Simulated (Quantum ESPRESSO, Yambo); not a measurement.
# MgH2 (P4_2/mnm): G0W0 on several meshes in Yambo, part 2 of 2

How does the mesh move the gap of MgH2 (P4_2/mnm)?

Quantum ESPRESSO 7.5 and Yambo 5.3.0; PBE and many-body steps on it, plane waves. Known limits of the many-body steps: not at the basis limit; coarse k mesh.

So far. Step 4 (2×2×2): The gap on the mesh goes from 3.91 eV to 5.77 eV, a correction of +1.85 eV. Step 5 (Empty states on the mesh, 2×2×4 mesh, 112 bands): On this mesh the gap is 3.915 eV.

### Step 7. 2×2×4

This step: G0W0 on PBE, plane waves, norm-conserving pseudopotentials.

Contents of gw14.in:

```
HF_and_locXC
gw0
dyson
ppa
em1d
rim_cut
RandQpts= 1000000
RandGvec= 1 RL
EXXRLvcs= 76 Ry
VXCRLvcs= 304 Ry
Chimod= "HARTREE"
% BndsRnXp
 1 | 112 |
%
NGsBlkXp= 12 Ry
% LongDrXp
 1 | 1 | 1 |
%
% GbndRnge
 1 | 112 |
%
DysSolver= "n"
ExtendOut
PPAPntXp= 27.21138 eV
% QPkrange
 3 | 3 | 11 | 14 |
 9 | 9 | 11 | 14 |
 1 | 1 | 11 | 14 |
%
```

Run with:

```
$ OMP_NUM_THREADS=2 mpirun -n 4 yambo -F gw14.in -J gw14 -C gw14 > gw14.log
```

Output:

```text
 Yambo, version 5.3.0

 [02] CORE Variables Setup
 =========================

  [... cell, symmetries and grids as in the set-up ...]

  [02.05] Energies & Occupations
  ==============================

  [X] === General ===
  [X] Electronic Temperature                        :  0.000000  0.000000 [eV K]
  [X] Bosonic    Temperature                        :  0.000000  0.000000 [eV K]
  [X] Finite Temperature mode                       : no
  [X] El. density                                   :  0.38947E+24 [cm-3]
  [X] Fermi Level                                   :  1.684439 [eV]

  [X] === Gaps and Widths ===
  [X] Conduction Band Min                           :  3.914982 [eV]
  [X] Valence Band Max                              :  0.000000 [eV]
  [X] Filled Bands                                  :  12
  [X] Empty Bands                                   :   13  112
  [X] Direct Gap                                    :  4.769157 [eV]
  [X] Direct Gap localized at k                     :   9
  [X] Indirect Gap                                  :  3.914982 [eV]
  [X] Indirect Gap between kpts                     :   3   9
  [X] Last valence band width                       :  2.627666 [eV]
  [X] 1st conduction band width                     :  5.219412 [eV]

 [03] Transferred momenta grid and indexing
 ==========================================

 IBZ Q-points                                      :   9
 BZ  Q-points                                      :  16

 K/Q-points units:
 rlu = crystal or reduced units; cc = cartesian coordinates; iku = interal k-units

 Q [1]          [rlu]:  0.000000  0.000000  0.000000
 Q [2]          [rlu]:  0.000000  0.000000  0.250000
 Q [3]          [rlu]:  0.000000  0.000000 -0.500000
[...]
[Hartree-Fock] Conduction Band Min                :  5.196409 [eV]
  [Hartree-Fock] Valence Band Max                   : -0.235959 [eV]
  [Hartree-Fock] Filled Bands                       :  12
  [Hartree-Fock] Empty Bands                        :   13  112
  [Hartree-Fock] Direct Gap                         :  5.830293 [eV]
  [Hartree-Fock] Direct Gap localized at k          :   4
  [Hartree-Fock] Indirect Gap                       :  5.432368 [eV]
  [Hartree-Fock] Indirect Gap between kpts          :   5   2
  [Hartree-Fock] Last valence band width            :  4.187939 [eV]
  [Hartree-Fock] 1st conduction band width          :  6.010695 [eV]

 [08] Dyson equation: Newton solver
 ==================================

  [08.01] G0W0 (W PPA)
  ====================

  [  GW  ] Bands range     :    1  112
  [GW/PPA] G damping       :  0.100000 [eV]

  QP @ state[ 1 ] K range:  1  1
  QP @ state[ 1 ] b range:  11  14
  QP @ state[ 2 ] K range:  3  3
  QP @ state[ 2 ] b range:  11  14
  QP @ state[ 3 ] K range:   9   9
  QP @ state[ 3 ] b range:  11  14

   Sc/G bands                                       :    1  112
   Sc/G damping                                     :  0.100000 ev
   Sc bands terminator                              : no
   Sx RL components                                 :   4683

   QP @ state[ 1 ] K range                          :  1  1
   QP @ state[ 1 ] b range                          :  11  14
   QP @ state[ 2 ] K range                          :  3  3
   QP @ state[ 2 ] b range                          :  11  14
   QP @ state[ 3 ] K range                          :   9   9
   QP @ state[ 3 ] b range                          :  11  14
   GF energies kind                                 : Perdew, Burke & Ernzerhof(X)+Perdew, Burke & Ernzerhof(C)
   GF WF`s kind                                     : Perdew, Burke & Ernzerhof(X)+Perdew, Burke & Ernzerhof(C)
   Xs energies kind                                 : Perdew, Burke & Ernzerhof(X)+Perdew, Burke & Ernzerhof(C)
   Xs WF`s kind                                     : Perdew, Burke & Ernzerhof(X)+Perdew, Burke & Ernzerhof(C)

 [11] Game Over & Game summary
```

Wall time 54 s (4 MPI ranks of AMD EPYC 7R43, shared host); peak memory 1.5 GiB; 5.1 min of CPU time.

Numbers from this step:

```yaml
g0w0_gap_on_the_points_computed: 5.887 eV
starting_gap_on_the_mesh: 3.915 eV
k_of_the_valence_top: 0, 0, -0.5
k_of_the_conduction_bottom: -0.5, -0.5, -0.5
least_direct_g0w0_gap_on_the_computed_points: 6.820 eV
z_at_the_valence_top: 0.7861
z_at_the_conduction_bottom: 0.8250
```

Against G0W0 in Yambo (2×2×2 mesh, 112 bands, screening to 163.3 eV, Godby-Needs plasmon pole), the gap moves by +0.118 eV.

### Step 8. Empty states on the mesh, 4×4×6 mesh, 112 bands

This step: Quantum ESPRESSO 7.5; DFT, PBE, plane waves, norm-conserving pseudopotentials.

Contents of pw.in:

```
&control
  calculation = 'nscf'
  prefix = 'x'
  outdir = 'o'
  pseudo_dir = 'pseudo'
/
&system
  ibrav = 0
  nat = 6
  ntyp = 2
  ecutwfc = 76.0
  nbnd = 112
  force_symmorphic = .true.
/
&electrons
  conv_thr = 1e-9
  electron_maxstep = 80
  diago_full_acc = .true.
  diago_thr_init = 5e-6
/
ATOMIC_SPECIES
  Mg 24.305 Mg.upf
  H 1.008 H.upf
CELL_PARAMETERS angstrom
  4.5168000000 0.0000000000 0.0000000000
  0.0000000000 4.5168000000 0.0000000000
  0.0000000000 0.0000000000 3.0205000000
ATOMIC_POSITIONS crystal
  Mg 0.0000000000 0.0000000000 0.0000000000
  Mg 0.5000000000 0.5000000000 0.5000000000
  H 0.3060000000 0.3060000000 0.0000000000
  H 0.1940000000 0.8060000000 0.5000000000
  H 0.6940000000 0.6940000000 0.0000000000
  H 0.8060000000 0.1940000000 0.5000000000
K_POINTS automatic
  4 4 6 0 0 0
```

Run with:

```
$ OMP_NUM_THREADS=1 mpirun -n 8 pw.x -nk 4 -in pw.in > pw.out
```

Output:

```text
[banner, memory and clock lines left out]
Program PWSCF v.7.5 starts

     Atomic positions and unit cell read from directory:
     o/x.save/

     Message from routine setup:
     using ibrav=0 with symmetry is DISCOURAGED, use correct ibrav instead

     bravais-lattice index     =            0
     lattice parameter (alat)  =       8.5355  a.u.
     unit-cell volume          =     415.8504 (a.u.)^3
     number of atoms/cell      =            6
     number of atomic types    =            2
     number of electrons       =        24.00
[...]
12.7194  12.9758  13.9674  16.7642  16.7642  17.8765  18.2123  18.2123
[...]
k = 0.0000 0.0000 0.2492 (  4660 PWs)   bands (ev):

[...]
k = 0.0000 0.0000 0.4985 (  4656 PWs)   bands (ev):

[...]
69.6452  69.7101  69.7101  70.1098  70.4689  70.4856  70.4856  70.6359
    71.2810  72.1108  72.1108  73.0118  73.4595  73.4595  73.8149  74.1051

          k = 0.0000 0.0000-0.7477 (  4632 PWs)   bands (ev):

     [... further k-points ...]

     highest occupied, lowest unoccupied level (ev):     1.7041    5.5994

     XML data file, pseudopotentials, collected wavefunctions
```

Wall time 23 s (8 MPI ranks); peak memory 0.61 GiB.

Numbers from this step:

```
gap                                                           : 3.895 eV
k of the valence top                                          : 0, 0.25, 0
k of the conduction bottom                                    : -0.5, -0.5, -0.5
least direct gap                                              : 4.666 eV
k points computed                                             : 28
lowest point of the top converged band, above the valence top : 70.5757 eV
```

On this mesh the gap is 3.895 eV.

### Step 9. Conversion and set-up

This step: Yambo 5.3.0; conversion and set-up on PBE, plane waves, norm-conserving pseudopotentials.

Run with:

```
$ (cd o/x.save; p2y > p2y.log; mv SAVE ../..); yambo > setup.log
```

Output:

```text
 Yambo, version 5.3.0

 [02] CORE Variables Setup
 =========================

  [02.01] Unit cells
  ==================

  Cell kind             :  Unknown
  Atoms in the cell     :  Mg  H
  number of Mg atoms    :  2
  number of H  atoms    :   4

  List of atomic masses
  Mass of Mg    :  24.30500
  Mass of H     :  1.008000

  List of atomic coordinates    : [cc]
  Mg1       :  0.000000  0.000000  0.000000  order 1
  Mg2       :  4.267757  4.267757  2.853959  order 2
  H1       :  2.611868  2.611868  0.000000  order 3
  H2       :  1.655890  6.879625  2.853959  order 4
[...]
K/Q-points units:
 rlu = crystal or reduced units; cc = cartesian coordinates; iku = interal k-units

 Q [ 1]         [rlu]:  0.000000  0.000000  0.000000
 Q [ 2]         [rlu]:  0.000000  0.000000  0.166667
 Q [ 3]         [rlu]:  0.000000  0.000000  0.333333
[...]
Q [ 8]         [rlu]:  0.000000  0.250000 -0.500000
 Q [ 9]         [rlu]:  0.000000 -0.500000  0.000000
 Q [10]         [rlu]:  0.000000 -0.500000  0.166667
     [... 16 further rows ...]
 Q [27]         [rlu]: -0.250000  0.250000 -0.333333
 Q [28]         [rlu]: -0.250000  0.250000  0.500000

  [03.01] X indexes
  =================

   [03.01.01] Sigma indexes
   ========================

 [06] Game Over & Game summary
```

Elapsed: 4.7 s, on 1 MPI rank; peak memory 0.25 GiB.

### Step 10. 4×4×6

This step: G0W0 on PBE, plane waves, norm-conserving pseudopotentials.

gw15.in, as its differences from gw14.in of step 7:

```diff
@@ -25,4 +25,5 @@
 % QPkrange
- 3 | 3 | 11 | 14 |
- 9 | 9 | 11 | 14 |
+ 5 | 5 | 11 | 14 |
+ 24 | 24 | 11 | 14 |
+ 28 | 28 | 11 | 14 |
  1 | 1 | 11 | 14 |
```

Run with:

```
$ OMP_NUM_THREADS=2 mpirun -n 4 yambo -F gw15.in -J gw15 -C gw15 > gw15.log
```

Output:

```text
 Yambo, version 5.3.0

 [02] CORE Variables Setup
 =========================

  [... cell, symmetries and grids as in the set-up ...]

  [02.05] Energies & Occupations
  ==============================

  [X] === General ===
  [X] Electronic Temperature                        :  0.000000  0.000000 [eV K]
  [X] Bosonic    Temperature                        :  0.000000  0.000000 [eV K]
  [X] Finite Temperature mode                       : no
  [X] El. density                                   :  0.38947E+24 [cm-3]
[...]
QP @ state[ 3 ] b range                          :  11  14
   QP @ state[ 4 ] K range                          :  28  28
   QP @ state[ 4 ] b range                          :  11  14
   GF energies kind                                 : Perdew, Burke & Ernzerhof(X)+Perdew, Burke & Ernzerhof(C)
   GF WF`s kind                                     : Perdew, Burke & Ernzerhof(X)+Perdew, Burke & Ernzerhof(C)
   Xs energies kind                                 : Perdew, Burke & Ernzerhof(X)+Perdew, Burke & Ernzerhof(C)
   Xs WF`s kind                                     : Perdew, Burke & Ernzerhof(X)+Perdew, Burke & Ernzerhof(C)

 [11] Game Over & Game summary
```

The job ended after 7.3 min (4 MPI ranks; peak memory 2.2 GiB; 51 min of CPU time).

This step gave:

- G0W0 gap on the mesh: 5.922 eV
- starting gap on the mesh: 3.895 eV
- k of the valence top: 0, 0.25, 0
- k of the conduction bottom: -0.5, -0.5, -0.5
- least direct G0W0 gap on the computed points: 6.741 eV

Against G0W0 in Yambo (2×2×2 mesh, 112 bands, screening to 163.3 eV, Godby-Needs plasmon pole), the gap moves by +0.154 eV.

### Step 11. The runs together

Times are wall times on 4 MPI ranks of AMD EPYC 7R43, shared host, good to a factor of about two.

| run | mesh | bands | screening cutoff (eV) | DFT gap (eV) | gap on the mesh (eV) | direct (eV) | time |
| --- | --- | --- | --- | --- | --- | --- | --- |
| 2×2×2 | 2×2×2 | 112 | 163.3 | 3.915 | 5.769 | 6.686 | 23 s |
| 2×2×4 | 2×2×4 | 112 | 163.3 | 3.915 | 5.887 | 6.820 | 54 s |
| 4×4×6 | 4×4×6 | 112 | 163.3 | 3.895 | 5.922 | 6.741 | 7.3 min |

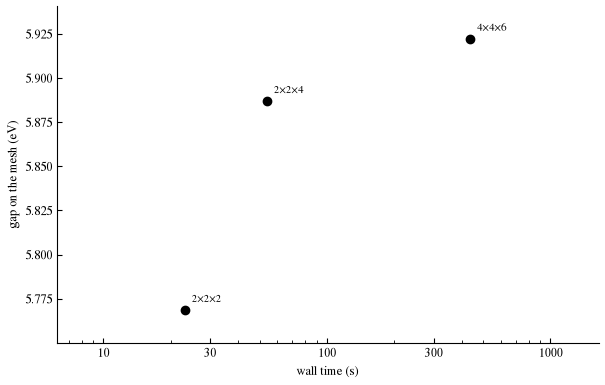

Result against wall time.

### Step 12. Summary of results

| Item | Value |
| --- | --- |
| 2×2×2 | 5.769 eV |
| 2×2×4 | 5.887 eV |
| 4×4×6 | 5.922 eV |
| known limits | not at the basis limit; coarse k mesh |

**Reading.** 2×2×4: +0.118 eV against 2×2×2. 4×4×6: +0.154 eV against 2×2×2, −0.020 eV of it in the start. Bands and cutoff are finite, so the gap is not at the basis limit. The miss can reach some tenths of an eV and take either sign; the mesh is an error of its own. A denser mesh or path gives a starting gap of 3.76 eV: the GW mesh misses a band edge, so its gaps are not the fundamental one. The 2×2×2 mesh is coarse for this cell, which bears on the long-range parts of exchange and screening.

[Paths, hosts, dates, memory and timing lines, banners, echoed tables and standing remarks are left out of the program output.]

[Logs are printed without paths, hosts, clocks, repeated set-up lines and the standing remarks that a program may print on its own settings, such as how far it seeks lower states.]

[Runs of the session that timed out or met a known fault of the program may be left out.]

[Hosts, paths, dates, database ids (printed as entryN), source tags and the programs' standing remarks are cut or masked in the printed files.]
